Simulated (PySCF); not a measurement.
# One shape, several levels: SiBr (SMILES [Si]Br)

Wanted: a comparison of 6 runs (U-revPBE/def2-TZVPPD, UBLYP/def2-TZVPPD, UCAM-B3LYP/def2-TZVPPD, UPBE/def2-TZVPPD, UPBE0/def2-TZVPPD, UTPSS/def2-TZVPPD) of SiBr. The job is set up through a Python script.

Program for the calculation: PySCF 2.14.0.

1 further run of the same task is left out (set aside as unsound or not needed).

## 1. The structure to begin with

SiBr: 2 atoms, total charge 0, spin state doublet. SMILES: `[Si]Br`. Geometry: relaxed at GFN2-xTB.

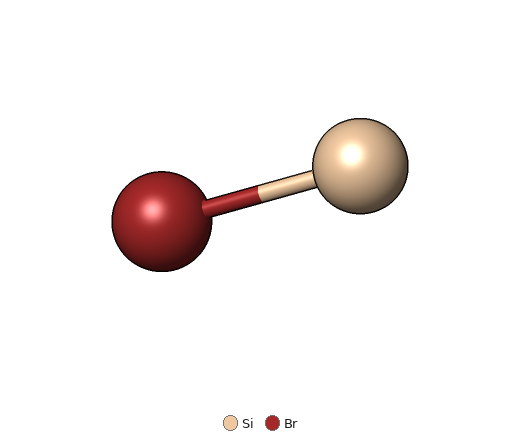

The structure, seen from a chosen angle (silicon light orange, bromine red).

## 2. The energy at U-revPBE/def2-TZVPPD (run 1)

File start.xyz:

```xyz
2

Si     0.000000     0.000000     0.000000
Br     0.000000     0.000000     2.342620
```

File run.py:

```python
# bromosilane
from pyscf import gto, dft

mol = gto.Mole()
mol.atom = 'start.xyz'
mol.verbose = 3
mol.basis = 'def2-tzvppd'
mol.max_memory = 1860
mol.spin = 1
mol.charge = 0
mol.build()

mf = dft.UKS(mol, xc='revpbe')
mf.grids.level = 5
mf.conv_tol = 1e-10
mf.kernel()
if not mf.converged:
    mf = mf.newton().run(mf.mo_coeff, mf.mo_occ)

e_tot = mf.e_tot
print(f'total energy: {e_tot:.8f} hartree')
```

Started as:

```sh
$ OMP_NUM_THREADS=1 python run.py
```

What it wrote:

```text
converged SCF energy = -2863.3473213676  <S^2> = 0.75621921  2S+1 = 2.0062096
total energy: -2863.34732137 hartree
```

Wall time 15 s (1 thread of Arm Neoverse V2, shared host); peak memory 0.52 GiB.

## 3. A single-point energy at UBLYP/def2-TZVPPD (run 2)

File job.py:

```python
from pyscf import gto, dft

system = gto.M(
    atom='Si 0.000000 0.000000 0.000000; Br 0.000000 0.000000 2.342620',
    verbose=3,
    basis='def2-tzvppd',
    spin=1,
    max_memory=1860,
)

mf = dft.UKS(system, xc='blyp')
mf.grids.level = 5
mf.conv_tol = 1e-10
mf.kernel()
if not mf.converged:
    mf = mf.newton().run(mf.mo_coeff, mf.mo_occ)

e_tot = mf.e_tot
print('E = %.10f Eh' % e_tot)
```

Started as:

```sh
$ OMP_NUM_THREADS=1 python job.py
```

What it wrote:

```text
WARN: HOMO -0.121420675676017 >= LUMO -0.121420675676016

converged SCF energy = -2863.65830374585  <S^2> = 0.75399688  2S+1 = 2.0039929
E = -2863.6583037459 Eh
```

Run time: 15 s. Hardware: 1 thread of Arm Neoverse V2, shared host; peak memory 0.52 GiB.

Runs 3 to 5 aren't shown in full; the table further down has their settings and results.

## 4. The energy at UTPSS/def2-TZVPPD (run 6)

File input.py:

```python
from pyscf import gto, dft

molecule = gto.M(
    atom='Si 0.000000 0.000000 0.000000; Br 0.000000 0.000000 2.342620',
    spin=1,
    verbose=3,
    max_memory=1860,
    basis='def2-tzvppd',
)

mf = dft.UKS(molecule, xc='tpss')
mf.grids.level = 5
mf.conv_tol = 1e-10
mf.kernel()
if not mf.converged:
    mf = mf.newton().run(mf.mo_coeff, mf.mo_occ)

e_final = mf.e_tot
print(f'total energy: {e_final:.8f} hartree')
```

Started as:

```sh
$ OMP_NUM_THREADS=1 python input.py
```

What it wrote:

```text
converged SCF energy = -2863.55121045844  <S^2> = 0.75781539  2S+1 = 2.0078002
total energy: -2863.55121046 hartree
```

Run time: 36 s. Hardware: 1 thread of Arm Neoverse V2, shared host; peak memory 0.57 GiB.

## 5. The series

```csv
run,level,energy (Eh),dipole moment (D),HOMO energy (eV),LUMO energy (eV),wall time
1,U-revPBE/def2-TZVPPD,-2863.347321,1.15,-4.40,-4.11,15 s
2,UBLYP/def2-TZVPPD,-2863.658304,1.25,-4.17,-3.97,15 s
3,UCAM-B3LYP/def2-TZVPPD,-2863.752804,1.63,-6.68,-2.22,29 s
4,UPBE/def2-TZVPPD,-2863.092239,1.17,-4.41,-4.17,15 s
5,UPBE0/def2-TZVPPD,-2863.203671,1.43,-5.51,-3.37,17 s
6,UTPSS/def2-TZVPPD,-2863.551210,1.22,-4.60,-4.09,36 s
```

## 6. Summary of results

```
                                 quantity           value
                      run 6: total energy  -2863.55121 Eh
                     run 6: dipole moment          1.22 D
run 6: HOMO energy (highest over α and β)        -4.60 eV
 run 6: LUMO energy (lowest over α and β)        -4.09 eV
                              run 6: ⟨S²⟩           0.758
```

In words: The dipole moment (its size) runs from 1.15 D (U-revPBE/def2-TZVPPD) to 1.63 D (UCAM-B3LYP/def2-TZVPPD). Totals of different functionals can't be ranked against each other. All runs together took 2.1 min, the longest 36 s.
